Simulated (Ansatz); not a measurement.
A series of calculations on AlNH₃F

### Relaxation

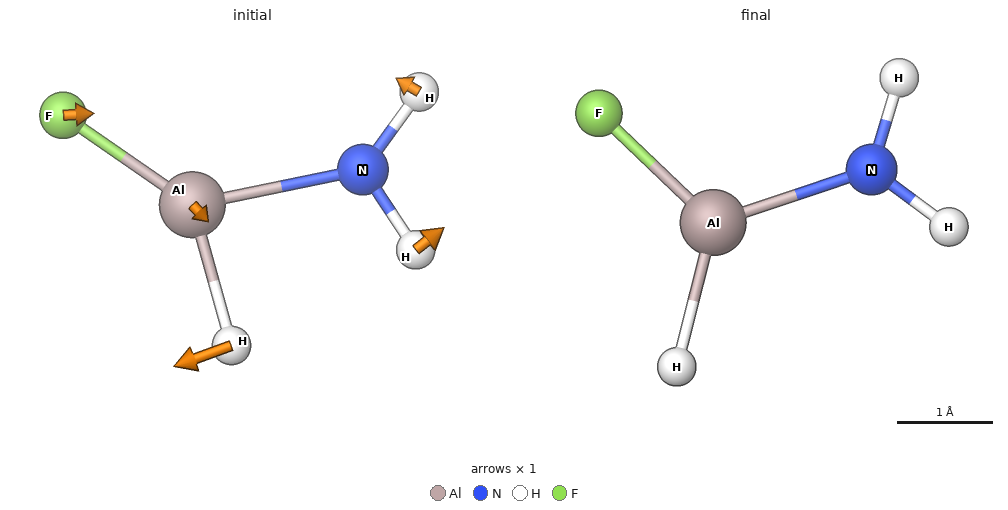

The structure of AlNH3F before (left) and after (right) a relaxation, at one scale. The orange arrows give the displacements, at their true length.

Style: ball-and-stick. Shown face on.

The run prepares an end point of a later path (reaction) calculation, from a guessed geometry.

The calculation used Ansatz, RKS PBE0-D4/def2-SVP.

Input file:
```yaml
crystal:
  periodic: [false, false, false]
  atoms:
    - { symbol: Al, position_ang: [0.33782, 0.017361, 0.027272] }
    - { symbol: "N", position_ang: [0.939138, -0.032495, 1.759976] }
    - { symbol: H, position_ang: [0.541017, -0.120404, 2.687937] }
    - { symbol: H, position_ang: [1.950548, 0.037626, 1.803499] }
    - { symbol: H, position_ang: [1.821548, 0.164932, -0.377444] }
    - { symbol: F, position_ang: [-1.167471, -0.06702, -0.65984] }
basis:
  gaussian: { orbitals: def2-SVP }
hamiltonian:
  xc: pbe0
  dispersion: d4
relax:
  f_tol: 0.03
  max_steps: 50
output:
  orbitals: {}
```

Launched with:
```bash
ansatz run input.yaml --threads 1 --pin off --max-ram 2048MiB --backend cpu --events-out ev --progress --plain --runs-dir out
```

Question: Describe what moved and what it gained.

Answer: After 6 accepted moves (7 points after the start) the energy has fallen by 67.2 kJ/mol. Largest force component: 2.3 eV/Å at the start, 0.023 eV/Å at the end. The line search rejected the trial step at point 4 of the run. H5 moves most after the best rigid fit: 0.66 Å. Largest moves by element: H 0.66 Å, F 0.34 Å, Al 0.26 Å, N 0.05 Å. Some distances before and after: Al1–N2 1.835 → 1.761 Å, Al1–H5 1.545 → 1.574 Å, Al1–F6 1.657 → 1.667 Å. Bond angles that change, for instance: N2–Al1–H5 86.3° → 122.7°, H5–Al1–F6 140.2° → 119.8°, N2–Al1–F6 133.5° → 117.5°.

### Relaxation

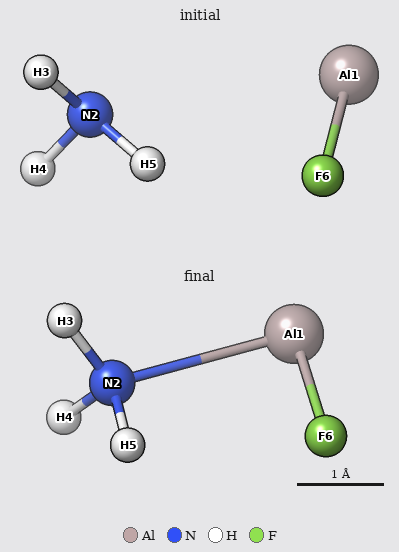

The structure of AlNH$_{3}$F before (top) and after (bottom) a relaxation, at one scale.

A ball-and-stick model, seen from a free direction.

The run prepares an end point of a later path (reaction) calculation, from a guessed geometry.

All numbers below come from RKS PBE0-D4/def2-SVP in Ansatz. Settings: no spin polarisation; force threshold 0.03 eV/Å; at most 50 steps.

**What changed between the two?**

The energy falls by 7.76 kcal/mol in 8 geometry steps. Largest force component: 0.71 eV/Å at the start, 0.0065 eV/Å at the end. Al1 moves most after the best rigid fit: 0.64 Å. By element the largest moves are Al 0.64 Å, H 0.41 Å, N 0.29 Å, F 0.05 Å. Some distances before and after: Al1–N2 3.105 → 2.278 Å, N2–H5 1.038 → 1.022 Å, Al1–F6 1.699 → 1.710 Å. New bonds form, among them: Al1–N2 (3.11 → 2.28 Å).

### Path

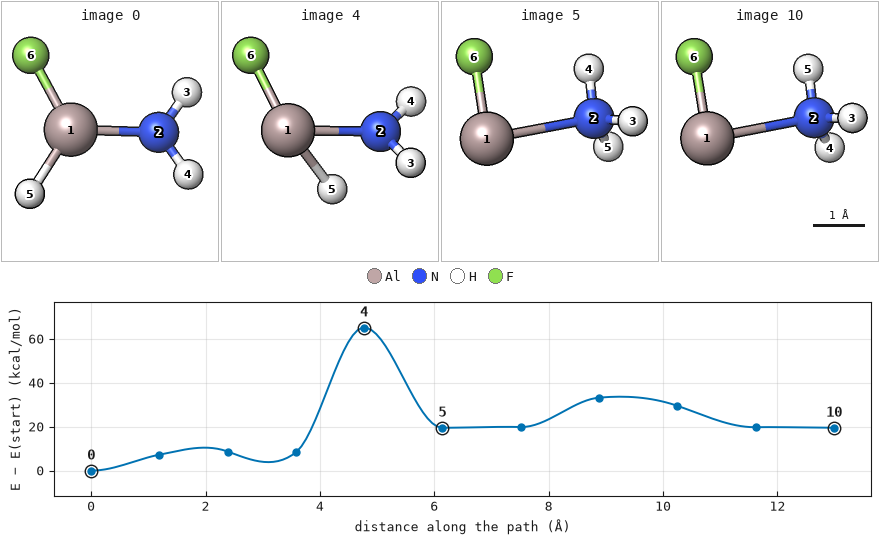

A search for the minimum-energy path of AlNH₃F by the nudged elastic band. Images are numbered from 0 (start) to 10 (end). A ball-and-stick model, seen at a tilt.

Level of theory: Ansatz, RKS PBE0-D4/def2-SVP. Settings: 9 movable images; climbing image; force threshold 0.05 eV/Å; iteration limit 60; starting path through a guess of the saddle point.

### Read off the barrier and say what moves.

The energy climbs by 65.2 kcal/mol to image 4 and then falls by 45.7 kcal/mol, so the end point sits at +19.5 kcal/mol. The path has more than one stage, and so few images may leave a stage unresolved. Breaking: Al1–H5 (1.57 → 1.71 at the top → 2.66 Å). Forming: N2–H5 (2.93 → 1.52 at the top → 1.02 Å). The band converged in 37 iterations. The largest component of the band force went from 19 to 0.044 eV/Å. The climbing image converged on the top of the path. Its vibrational analysis gives one imaginary mode (1373i cm⁻¹), as a transition state must have.

Cost: 3.9 min on 1 thread of Intel(R) Xeon(R) 6975P-C (Granite Rapids), with other jobs on the host, peak memory 0.14 GiB.
